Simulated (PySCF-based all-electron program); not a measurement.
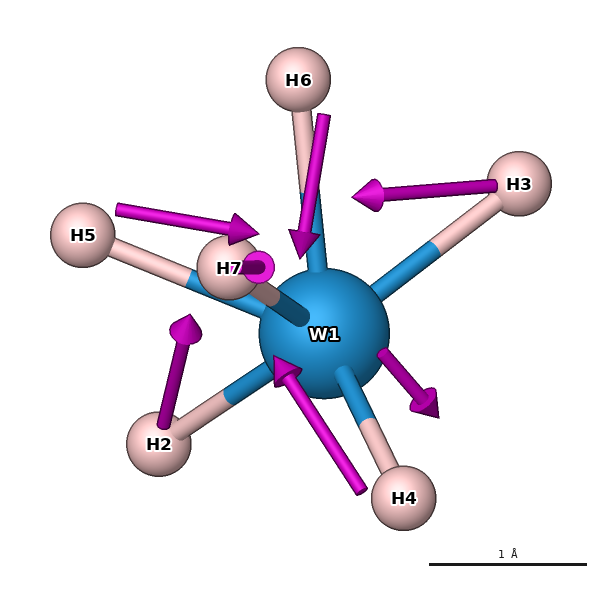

Arrows show the forces on the atoms, 6 Å of arrow for 1 eV/Å; forces under a tenth of the largest aren't drawn. The species is neutral and a spin singlet. Level of theory: LDA, all-electron, scalar-relativistic (Koelling-Harmon), large uncontracted Gaussian sets (PySCF-based all-electron program).

List the force components in the frame of the picture (x right, y up, z towards the viewer), in eV/Å.

| atom | Fx | Fy | Fz |
| --- | --- | --- | --- |
| W1 | 0.06 | −0.07 | −0.05 |
| H2 | 0.03 | 0.12 | 0.13 |
| H3 | −0.15 | −0.01 | 0.10 |
| H4 | −0.09 | 0.15 | −0.05 |
| H5 | 0.15 | −0.03 | 0.03 |
| H6 | −0.03 | −0.16 | −0.01 |
| H7 | 0.03 | 0.00 | −0.15 |
